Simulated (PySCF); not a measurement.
# C9H13B: the cost of one run

Programs: PySCF 2.14.0, with routines of our own; each step states its level. All values are computed. Atoms count from 0.

## (1) The starting structure

23 atoms, charge 0, multiplicity 1; geometry from: GFN2-xTB.

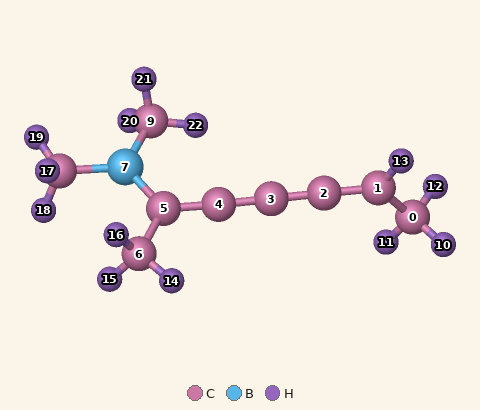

The starting geometry (carbon pink, boron blue, hydrogen purple).

## (2) Geometry optimisation at PBE0-D3(BJ)/def2-SVP

Job settings and geometry (Å):

```
{"job": {"xc": "PBE0", "basis": "def2-SVP", "d3": "d3bj", "grid": 2, "kind": "geom"}, "charge": 0, "multiplicity": 1}
C      4.804102     0.576477     0.612197
C      3.851635    -0.579273     0.605784
C      2.600979    -0.498283     0.241743
C      1.383472    -0.400128    -0.116749
C      0.174233    -0.318095    -0.484656
C     -1.100898    -0.223254    -0.814436
C     -1.494388    -0.449604    -2.255473
B     -2.164996     0.096969     0.267338
C     -3.691540     0.138234    -0.142182
C     -1.744906     0.375404     1.764205
H      5.635058     0.380585    -0.066760
H      4.304984     1.491982     0.304194
H      5.215943     0.716215     1.612219
H      4.253963    -1.532553     0.928093
H     -0.621347    -0.595473    -2.888578
H     -2.060569     0.404075    -2.624255
H     -2.131429    -1.330319    -2.330454
H     -3.993516    -0.762484    -0.675240
H     -3.880514     0.966207    -0.826001
H     -4.362520     0.260502     0.704887
H     -2.215360     1.279934     2.147796
H     -2.095343    -0.435171     2.403970
H     -0.671795     0.465037     1.915375
```

Launch:

```sh
OMP_NUM_THREADS=1 python excited_run.py task.json out
```

This one command runs all jobs of the session in turn.

**Question.** How long does this first job take on 1 thread of Arm Neoverse V1, shared host, and how much memory does it need?

About 2.4 min, with a peak of 0.94 GiB.
